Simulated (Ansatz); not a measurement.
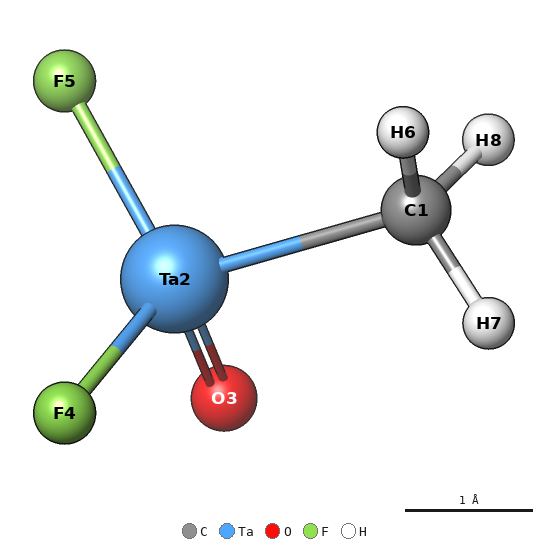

The view is orthographic, and the bar gives the scale. Charge 0, singlet. The geometry was computed by an optimisation with PBE0-D4/def2-TZVP.

Reconstruct the coordinates (Å) as seen: x to the right, y up, z towards the viewer, origin at the mean of the atomic positions.

```xyz
8
CH3F2OTa
C    1.00   0.29   0.42
Ta  -0.92  -0.25  -0.37
O   -0.53  -1.20  -1.74
F   -1.79  -1.31   0.91
F   -1.79   1.32  -0.91
H    0.89   0.91   1.32
H    1.57  -0.60   0.68
H    1.57   0.85  -0.32
```
